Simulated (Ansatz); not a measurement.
BH₄N···H₂

Input

```
crystal:
  periodic: [false, false, false]
  atoms:
    - { symbol: B, position_ang: [0.016293, -0.158347, 0.295172] }
    - { symbol: "N", position_ang: [0.038462, -0.307548, 1.753888] }
    - { symbol: H, position_ang: [-0.791961, -0.490363, 2.304274] }
    - { symbol: H, position_ang: [0.891654, -0.260035, 2.297608] }
    - { symbol: H, position_ang: [1.061542, 0.013231, -0.279926] }
    - { symbol: H, position_ang: [-1.036824, -0.261681, -0.281615] }
    - { symbol: H, position_ang: [-0.283695, 2.220306, 0.365635] }
    - { symbol: H, position_ang: [-0.235272, 1.799935, 0.945362] }
basis:
  gaussian: { orbitals: def2-SVP }
hamiltonian:
  xc: r2scan
relax:
  f_tol: 0.03
  max_steps: 50
output:
  orbitals: {}
```

Launched as:

```sh
ansatz run input.yaml --threads 1 --pin off --max-ram 2048MiB --backend cpu --events-out ev --progress --plain --runs-dir out
```

The fields are those of the run's last geometry, not of the input's.

Level of theory: Ansatz, RKS r2SCAN/def2-SVP.

What can the converged electron density and electron localisation function tell about the bonding?

Answer. B–N (1.39 Å): ρ at the midpoint is about 1.9 e/Å³; the ELF peaks at about 0.90 between the atoms (a short, strongly polar bond).
N–H (1.01 Å): ρ is about 2.8 e/Å³ halfway; the ELF climbs to about 1 towards the hydrogen, as it does in any bond to H; a covalent bond by its length.
B–H (1.21 Å): the density is about 1.2 e/Å³ at the midpoint; the ELF climbs to about 1 towards the hydrogen (a covalent bond by its length).

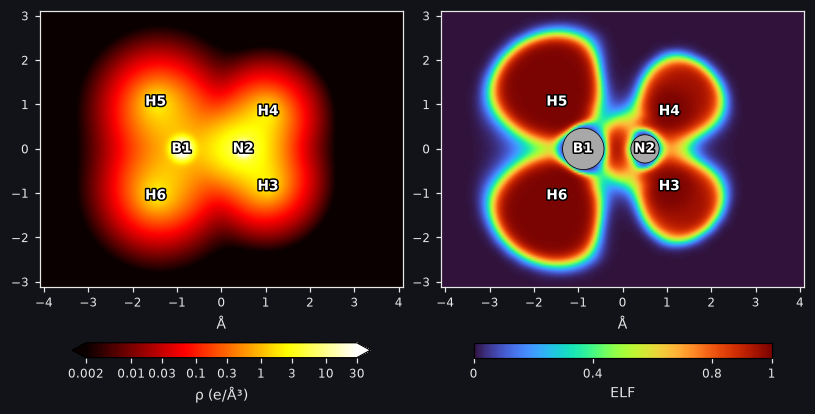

Computed electron density and electron localisation function on the plane of atoms B1, N2 and H3, in this order. Grey discs cover the atomic cores in the ELF map. 
